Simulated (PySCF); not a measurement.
CH4AlNO: saddle-point search (part 3 of 3)

CH4AlNO; HF/def2-SVP, RHF (PySCF 2.14.0). 

Geometry of the input (Å):
```
C  -0.2540  0.7620  -0.4400
N  0.5769  0.2531  0.6547
Al 0.0361  -1.3595  0.2091
O  -0.8205  -0.4291  -0.9750
H  0.3324  1.2769  -1.2135
H  -1.0525  1.4310  -0.0907
H  1.1077  0.8870  1.2215
H  -1.0539  -2.2967  -1.0062
```

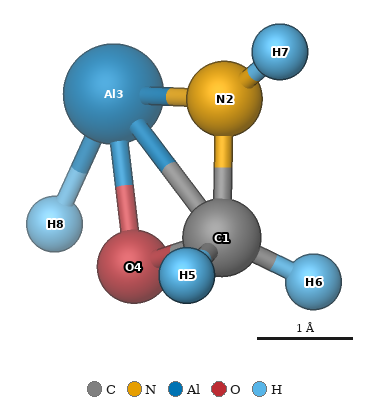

*The geometry at step 10 of the log (ball-and-stick view, seen at a tilt; atoms are numbered from 1 in the order of the input).*

The program's output, continued:
```
----------------------------------------------
cycle 15: E = -411.086646067  dE = 8.17481e-08  norm(grad) = 0.002654
Step   14 : Displace = 6.546e-05/1.653e-04 (rms/max) Trust = 1.000e-04 (-) Grad = 9.382e-04/1.735e-03 (rms/max) E (change) = -411.0866460669 (+8.175e-08) Quality = 0.987
Hessian Eigenvalues:  -3.180e-01 -2.390e-08 -5.427e-09  1.444e-08  2.643e-08  1.640e-07  1.679e-06
 1.599e-03  6.937e-03  1.434e-02  2.913e-02  4.609e-02    .....    3.580e-01  4.089e-01  5.214e-01

Geometry optimization cycle 16
Cartesian coordinates (Angstrom)
 Atom        New coordinates             dX        dY        dZ
   C  -0.274764   0.708129  -0.457963    0.000005  0.000028  0.000002
   N   0.540412   0.161892   0.621548    0.000028  0.000024  0.000033
  Al   0.077339  -1.500178   0.280848    0.000013  0.000071  0.000011
   O  -0.867322  -0.439279  -1.028749   -0.000003  0.000008 -0.000007
   H   0.317808   1.236852  -1.212132    0.000004  0.000034  0.000001
   H  -1.052633   1.390837  -0.099782    0.000004  0.000030  0.000001
   H   1.070961   0.785188   1.190373    0.000033  0.000015  0.000036
   H  -0.940138  -1.818970  -0.934518   -0.000085 -0.000210 -0.000077
converged SCF energy = -411.086645954745
--------------- DFRHF_Scanner gradients ---------------
         x                y                z
0 C    -0.0003171474    -0.0006525680    -0.0000803992
1 N     0.0000358716     0.0002718011    -0.0000403779
2 Al    -0.0009636592     0.0002285950    -0.0013024413
3 O     0.0006217480     0.0008577194     0.0003434835
4 H     0.0000654569     0.0000627872     0.0000978808
5 H     0.0001073942     0.0000842728     0.0000815704
6 H    -0.0000018047     0.0000132650     0.0000209633
7 H     0.0004521405    -0.0008658726     0.0008793204
----------------------------------------------
cycle 16: E = -411.086645955  dE = 1.12128e-07  norm(grad) = 0.00250963
Step   15 : Displace = 9.405e-05/2.394e-04 (rms/max) Trust = 1.414e-04 (+) Grad = 8.872e-04/1.636e-03 (rms/max) E (change) = -411.0866459547 (+1.121e-07) Quality = 0.967
Hessian Eigenvalues:  -3.503e-01 -2.644e-08 -5.738e-09  1.441e-08  2.643e-08  1.631e-07  1.668e-06
 1.599e-03  6.914e-03  1.434e-02  2.909e-02  4.609e-02    .....    3.583e-01  4.128e-01  5.213e-01

Geometry optimization cycle 17
Cartesian coordinates (Angstrom)
 Atom        New coordinates             dX        dY        dZ
   C  -0.274753   0.708194  -0.457962    0.000010  0.000064  0.000001
   N   0.540471   0.161940   0.621618    0.000059  0.000048  0.000070
  Al   0.077369  -1.500030   0.280875    0.000030  0.000148  0.000028
   O  -0.867323  -0.439259  -1.028755   -0.000001  0.000020 -0.000006
   H   0.317813   1.236926  -1.212134    0.000006  0.000074 -0.000002
   H  -1.052626   1.390904  -0.099782    0.000007  0.000067 -0.000000
   H   1.071030   0.785215   1.190449    0.000070  0.000027  0.000076
   H  -0.940319  -1.819418  -0.934683   -0.000181 -0.000448 -0.000165
converged SCF energy = -411.086645719684
--------------- DFRHF_Scanner gradients ---------------
         x                y                z
0 C    -0.0002876412    -0.0006199727    -0.0000496540
1 N     0.0000444145     0.0002464766    -0.0000253642
2 Al    -0.0008277790     0.0002391257    -0.0011358452
3 O     0.0005414080     0.0007550788     0.0002585681
4 H     0.0000588307     0.0000625441     0.0000881428
5 H     0.0000996565     0.0000832551     0.0000735958
6 H    -0.0000028610     0.0000076388     0.0000202676
7 H     0.0003739714    -0.0007741464     0.0007702892
----------------------------------------------
cycle 17: E = -411.08664572  dE = 2.35061e-07  norm(grad) = 0.0022059
Step   16 : Displace = 2.002e-04/5.105e-04 (rms/max) Trust = 2.000e-04 (+) Grad = 7.799e-04/1.425e-03 (rms/max) E (change) = -411.0866457197 (+2.351e-07) Quality = 0.995
Hessian Eigenvalues:  -3.488e-01 -2.606e-08 -5.737e-09  1.444e-08  2.643e-08  1.632e-07  1.697e-06
 1.599e-03  6.913e-03  1.434e-02  2.914e-02  4.609e-02    .....    3.592e-01  4.129e-01  5.214e-01

Geometry optimization cycle 18
Cartesian coordinates (Angstrom)
 Atom        New coordinates             dX        dY        dZ
   C  -0.274739   0.708296  -0.457963    0.000014  0.000102 -0.000001
   N   0.540551   0.162000   0.621712    0.000080  0.000060  0.000094
  Al   0.077406  -1.499828   0.280916    0.000037  0.000202  0.000041
   O  -0.867315  -0.439223  -1.028752    0.000008  0.000036  0.000004
   H   0.317819   1.237040  -1.212141    0.000006  0.000114 -0.000007
   H  -1.052617   1.391007  -0.099785    0.000009  0.000103 -0.000003
   H   1.071128   0.785244   1.190552    0.000097  0.000030  0.000104
   H  -0.940569  -1.820064  -0.934915   -0.000251 -0.000646 -0.000231
converged SCF energy = -411.086645352351
--------------- DFRHF_Scanner gradients ---------------
         x                y                z
0 C    -0.0002470310    -0.0005669853    -0.0000091108
1 N     0.0000529496     0.0002020100    -0.0000069141
2 Al    -0.0006327808     0.0002496987    -0.0008962254
3 O     0.0004309298     0.0006080227     0.0001422283
4 H     0.0000485943     0.0000620028     0.0000734031
5 H     0.0000878998     0.0000813880     0.0000616188
6 H    -0.0000040603     0.0000017661     0.0000193330
7 H     0.0002634987    -0.0006379029     0.0006156672
----------------------------------------------
cycle 18: E = -411.086645352  dE = 3.67333e-07  norm(grad) = 0.00177577
Step   17 : Displace = 2.857e-04/7.304e-04 (rms/max) Trust = 2.828e-04 (+) Grad = 6.278e-04/1.125e-03 (rms/max) E (change) = -411.0866453524 (+3.673e-07) Quality = 0.999
Hessian Eigenvalues:  -3.449e-01 -2.581e-08 -5.695e-09  1.444e-08  2.643e-08  1.632e-07  1.695e-06
 1.600e-03  6.899e-03  1.432e-02  2.913e-02  4.609e-02    .....    3.588e-01  4.120e-01  5.215e-01

Geometry optimization cycle 19
Cartesian coordinates (Angstrom)
 Atom        New coordinates             dX        dY        dZ
   C  -0.274718   0.708480  -0.457973    0.000021  0.000184 -0.000010
   N   0.540646   0.162065   0.621829    0.000095  0.000065  0.000117
  Al   0.077433  -1.499574   0.280978    0.000027  0.000253  0.000062
   O  -0.867272  -0.439152  -1.028698    0.000043  0.000071  0.000053
   H   0.317823   1.237229  -1.212165    0.000003  0.000189 -0.000023
   H  -1.052607   1.391179  -0.099795    0.000010  0.000171 -0.000010
   H   1.071260   0.785258   1.190683    0.000132  0.000014  0.000131
   H  -0.940901  -1.821012  -0.935234   -0.000331 -0.000948 -0.000319
converged SCF energy = -411.086644824987
--------------- DFRHF_Scanner gradients ---------------
         x                y                z
0 C    -0.0001919531    -0.0004637989     0.0000392369
1 N     0.0000535001     0.0001213968     0.0000089072
2 Al    -0.0003520802     0.0002426860    -0.0005486965
3 O     0.0002874531     0.0003954242    -0.0000078998
4 H     0.0000292788     0.0000574382     0.0000529895
5 H     0.0000719813     0.0000735534     0.0000418152
6 H    -0.0000077248    -0.0000030850     0.0000150275
7 H     0.0001095448    -0.0004236146     0.0003986200
----------------------------------------------
cycle 19: E = -411.086644825  dE = 5.27364e-07  norm(grad) = 0.00116795
Step   18 : Displace = 4.107e-04/1.053e-03 (rms/max) Trust = 4.000e-04 (+) Grad = 4.129e-04/6.956e-04 (rms/max) E (change) = -411.0866448250 (+5.274e-07) Quality = 0.995
Hessian Eigenvalues:  -3.377e-01 -2.479e-08 -5.506e-09  1.443e-08  2.643e-08  1.634e-07  1.681e-06
 1.605e-03  6.807e-03  1.421e-02  2.901e-02  4.608e-02    .....    3.586e-01  4.101e-01  5.215e-01

Geometry optimization cycle 20
Cartesian coordinates (Angstrom)
 Atom        New coordinates             dX        dY        dZ
   C  -0.274680   0.708892  -0.458009    0.000038  0.000412 -0.000036
   N   0.540714   0.162131   0.621928    0.000068  0.000066  0.000098
  Al   0.077240  -1.499410   0.281102   -0.000193  0.000165  0.000124
   O  -0.867146  -0.439030  -1.028385    0.000126  0.000122  0.000313
   H   0.317819   1.237510  -1.212307   -0.000004  0.000282 -0.000142
   H  -1.052652   1.391470  -0.099814   -0.000045  0.000291 -0.000019
   H   1.071499   0.785171   1.190804    0.000239 -0.000088  0.000121
   H  -0.941129  -1.822262  -0.935694   -0.000229 -0.001250 -0.000460
converged SCF energy = -411.086644597844
--------------- DFRHF_Scanner gradients ---------------
         x                y                z
0 C    -0.0001331137    -0.0002089158     0.0000669642
1 N     0.0000275126     0.0000164099     0.0000038387
2 Al    -0.0000212116     0.0001022760    -0.0001257430
3 O     0.0001620754     0.0000928184    -0.0001512731
4 H    -0.0000010023     0.0000344555     0.0000200993
5 H     0.0000428907     0.0000434066     0.0000200391
6 H    -0.0000120340     0.0000016759     0.0000074369
7 H    -0.0000651172    -0.0000821266     0.0001586379
----------------------------------------------
cycle 20: E = -411.086644598  dE = 2.27143e-07  norm(grad) = 0.00043983
Step   19 : Displace = 5.580e-04/1.355e-03 (rms/max) Trust = 5.657e-04 (+) Grad = 1.555e-04/2.566e-04 (rms/max) E (change) = -411.0866445978 (+2.271e-07) Quality = 0.928
Hessian Eigenvalues:  -3.377e-01 -2.479e-08 -5.506e-09  1.443e-08  2.643e-08  1.634e-07  1.681e-06
 1.605e-03  6.807e-03  1.421e-02  2.901e-02  4.608e-02    .....    3.586e-01  4.101e-01  5.215e-01
Converged! =D

converged: True
C          -0.27468000        0.70889198       -0.45800870
N           0.54071381        0.16213057        0.62192759
Al          0.07724027       -1.49940989        0.28110194
O          -0.86714584       -0.43902993       -1.02838530
H           0.31781903        1.23751026       -1.21230675
H          -1.05265227        1.39147022       -0.09981363
H           1.07149874        0.78517052        1.19080416
H          -0.94112923       -1.82226220       -0.93569352
converged SCF energy = -411.086644597854
Final energy -411.08664459785405
```

Trajectory as extended XYZ (Å, eV, eV/Å), 13 of the 20 frames kept, from step=0 to step=19:
```
8
Properties=species:S:1:pos:R:3:forces:R:3 step=0 energy=-11187.10578
C    -0.2540    0.7620   -0.4400   -0.9318  -0.0219  -1.1469
N     0.5769    0.2531    0.6547    0.4195  -0.3926   0.5703
Al    0.0361   -1.3595    0.2091   -2.2515  -1.2538  -2.6037
O    -0.8205   -0.4291   -0.9750    1.0309   3.2903   0.8182
H     0.3324    1.2769   -1.2135   -0.0073   0.0932   0.2212
H    -1.0525    1.4310   -0.0907    0.2280   0.0687   0.0307
H     1.1077    0.8870    1.2215   -0.1578  -0.2389  -0.1611
H    -1.0539   -2.2967   -1.0062    1.6699  -1.5450   2.2714
8
Properties=species:S:1:pos:R:3:forces:R:3 step=2 energy=-11187.07851
C    -0.2591    0.7589   -0.4459   -0.6477  -0.2017  -0.7682
N     0.5738    0.2434    0.6522    0.3802  -0.2148   0.4964
Al    0.0332   -1.3736    0.2076   -1.8358  -1.1860  -2.1009
O    -0.8078   -0.4399   -0.9579    0.4546   3.5582   0.0694
H     0.3239    1.2738   -1.2206    0.0309   0.0828   0.1916
H    -1.0581    1.4274   -0.1000    0.1907   0.0676   0.0619
H     1.1038    0.8752    1.2183   -0.0840  -0.1776  -0.0786
H    -1.0375   -2.2404   -0.9937    1.5110  -1.9285   2.1285
8
Properties=species:S:1:pos:R:3:forces:R:3 step=3 energy=-11187.00276
C    -0.2632    0.7560   -0.4507   -0.4207  -0.3303  -0.4682
N     0.5718    0.2361    0.6508    0.3340  -0.0926   0.4220
Al    0.0317   -1.3856    0.2075   -1.4653  -1.0973  -1.6566
O    -0.7987   -0.4495   -0.9453    0.0264   3.7733  -0.4889
H     0.3170    1.2708   -1.2265    0.0566   0.0707   0.1680
H    -1.0628    1.4240   -0.1077    0.1615   0.0622   0.0824
H     1.1015    0.8667    1.2166   -0.0395  -0.1393  -0.0291
H    -1.0250   -2.1939   -0.9848    1.3471  -2.2467   1.9703
8
Properties=species:S:1:pos:R:3:forces:R:3 step=5 energy=-11186.57933
C    -0.2741    0.7465   -0.4629    0.1130  -0.6360   0.2343
N     0.5695    0.2213    0.6499    0.1010   0.0771   0.1111
Al    0.0384   -1.4230    0.2212   -0.5336  -0.6048  -0.5762
O    -0.7823   -0.4798   -0.9210   -0.6775   3.9684  -1.3822
H     0.2988    1.2590   -1.2425    0.0962   0.0296   0.1014
H    -1.0763    1.4118   -0.1273    0.0844   0.0328   0.1098
H     1.0982    0.8516    1.2145    0.0157  -0.0657   0.0290
H    -0.9998   -2.0628   -0.9719    0.8009  -2.8014   1.3729
8
Properties=species:S:1:pos:R:3:forces:R:3 step=6 energy=-11186.30947
C    -0.2772    0.7389   -0.4655    0.2411  -0.6965   0.3960
N     0.5682    0.2180    0.6487   -0.0229   0.0634  -0.0386
Al    0.0549   -1.4449    0.2448   -0.3121  -0.2808  -0.3481
O    -0.7820   -0.4974   -0.9181   -0.6371   3.3322  -1.2413
H     0.2922    1.2483   -1.2485    0.0815   0.0130   0.0661
H    -1.0822    1.4013   -0.1338    0.0503   0.0166   0.0900
H     1.0950    0.8527    1.2103    0.0125  -0.0376   0.0213
H    -0.9967   -1.9921   -0.9780    0.5868  -2.4104   1.0545
8
Properties=species:S:1:pos:R:3:forces:R:3 step=8 energy=-11186.13949
C    -0.2748    0.7166   -0.4594    0.2227  -0.3095   0.3162
N     0.5575    0.2079    0.6370   -0.0561   0.0705  -0.0798
Al    0.0887   -1.4779    0.2910    0.2410  -0.3101   0.3395
O    -0.8033   -0.5147   -0.9419   -0.6852   0.7319  -0.9416
H     0.2897    1.2214   -1.2482   -0.0012  -0.0166  -0.0032
H    -1.0851    1.3746   -0.1334   -0.0051  -0.0164  -0.0010
H     1.0776    0.8566    1.1883    0.0069  -0.0203   0.0120
H    -0.9782   -1.8598   -0.9735    0.2770  -0.1294   0.3579
8
Properties=species:S:1:pos:R:3:forces:R:3 step=10 energy=-11186.21612
C    -0.2762    0.7107   -0.4603   -0.0074  -0.2324   0.0241
N     0.5484    0.1941    0.6276   -0.0286  -0.0114  -0.0353
Al    0.0866   -1.4816    0.2891    0.2862  -0.0891   0.3655
O    -0.8366   -0.4868   -0.9866   -0.2783   0.4447  -0.4004
H     0.2949    1.2207   -1.2416    0.0148   0.0284   0.0251
H    -1.0798    1.3738   -0.1268    0.0257   0.0275   0.0151
H     1.0717    0.8352    1.1839    0.0034  -0.0140   0.0067
H    -0.9369   -1.8414   -0.9252   -0.0158  -0.1537  -0.0008
8
Properties=species:S:1:pos:R:3:forces:R:3 step=11 energy=-11186.23584
C    -0.2834    0.6999   -0.4676   -0.0266   0.1699  -0.0653
N     0.5420    0.1867    0.6203    0.0183   0.0198   0.0220
Al    0.1004   -1.4802    0.3062   -0.1083  -0.2175  -0.1022
O    -0.8621   -0.4629   -1.0204    0.0493   0.0318   0.0669
H     0.3006    1.2256   -1.2307    0.0003  -0.0075  -0.0046
H    -1.0691    1.3790   -0.1194   -0.0063  -0.0086   0.0001
H     1.0657    0.8251    1.1782   -0.0061   0.0266  -0.0116
H    -0.9219   -1.8484   -0.9067    0.0795  -0.0145   0.0948
8
Properties=species:S:1:pos:R:3:forces:R:3 step=13 energy=-11186.23751
C    -0.2748    0.7081   -0.4580    0.0175   0.0346   0.0054
N     0.5404    0.1618    0.6215   -0.0014  -0.0148   0.0028
Al    0.0773   -1.5003    0.2808    0.0549  -0.0111   0.0735
O    -0.8673   -0.4393   -1.0287   -0.0353  -0.0482  -0.0212
H     0.3178    1.2368   -1.2121   -0.0036  -0.0032  -0.0054
H    -1.0526    1.3908   -0.0998   -0.0058  -0.0043  -0.0045
H     1.0709    0.7852    1.1903    0.0001  -0.0009  -0.0011
H    -0.9400   -1.8186   -0.9344   -0.0264   0.0480  -0.0496
8
Properties=species:S:1:pos:R:3:forces:R:3 step=14 energy=-11186.23751
C    -0.2748    0.7081   -0.4580    0.0171   0.0342   0.0050
N     0.5404    0.1619    0.6215   -0.0016  -0.0145   0.0024
Al    0.0773   -1.5002    0.2808    0.0528  -0.0115   0.0710
O    -0.8673   -0.4393   -1.0287   -0.0340  -0.0467  -0.0198
H     0.3178    1.2368   -1.2121   -0.0035  -0.0032  -0.0053
H    -1.0526    1.3908   -0.0998   -0.0057  -0.0043  -0.0044
H     1.0709    0.7852    1.1903    0.0001  -0.0008  -0.0011
H    -0.9401   -1.8188   -0.9344   -0.0251   0.0468  -0.0478
8
Properties=species:S:1:pos:R:3:forces:R:3 step=16 energy=-11186.23750
C    -0.2748    0.7082   -0.4580    0.0148   0.0319   0.0026
N     0.5405    0.1619    0.6216   -0.0023  -0.0127   0.0013
Al    0.0774   -1.5000    0.2809    0.0426  -0.0123   0.0584
O    -0.8673   -0.4393   -1.0288   -0.0278  -0.0388  -0.0133
H     0.3178    1.2369   -1.2121   -0.0030  -0.0032  -0.0045
H    -1.0526    1.3909   -0.0998   -0.0051  -0.0043  -0.0038
H     1.0710    0.7852    1.1904    0.0001  -0.0004  -0.0010
H    -0.9403   -1.8194   -0.9347   -0.0192   0.0398  -0.0396
8
Properties=species:S:1:pos:R:3:forces:R:3 step=17 energy=-11186.23749
C    -0.2747    0.7083   -0.4580    0.0127   0.0292   0.0005
N     0.5406    0.1620    0.6217   -0.0027  -0.0104   0.0004
Al    0.0774   -1.4998    0.2809    0.0325  -0.0128   0.0461
O    -0.8673   -0.4392   -1.0288   -0.0222  -0.0313  -0.0073
H     0.3178    1.2370   -1.2121   -0.0025  -0.0032  -0.0038
H    -1.0526    1.3910   -0.0998   -0.0045  -0.0042  -0.0032
H     1.0711    0.7852    1.1906    0.0002  -0.0001  -0.0010
H    -0.9406   -1.8201   -0.9349   -0.0135   0.0328  -0.0317
8
Properties=species:S:1:pos:R:3:forces:R:3 step=19 energy=-11186.23747
C    -0.2747    0.7089   -0.4580    0.0068   0.0107  -0.0034
N     0.5407    0.1621    0.6219   -0.0014  -0.0008  -0.0002
Al    0.0772   -1.4994    0.2811    0.0011  -0.0053   0.0065
O    -0.8671   -0.4390   -1.0284   -0.0083  -0.0048   0.0078
H     0.3178    1.2375   -1.2123    0.0001  -0.0018  -0.0010
H    -1.0527    1.3915   -0.0998   -0.0022  -0.0022  -0.0010
H     1.0715    0.7852    1.1908    0.0006  -0.0001  -0.0004
H    -0.9411   -1.8223   -0.9357    0.0033   0.0042  -0.0082
```

Key numbers:

| quantity | value |
| --- | --- |
| outcome | converged |
| total energy | −411.086645 hartree |
| basis functions | 80 |
| HOMO | −8.20 eV |
| LUMO | 0.67 eV |
| dipole moment | 2.76 D |
| hardware | 1 thread of Intel Xeon @ 2.50GHz (Skylake/Cascade Lake), 189 GiB of memory available, shared host |
| wall time | 96 s |
| peak memory | 0.63 GiB |
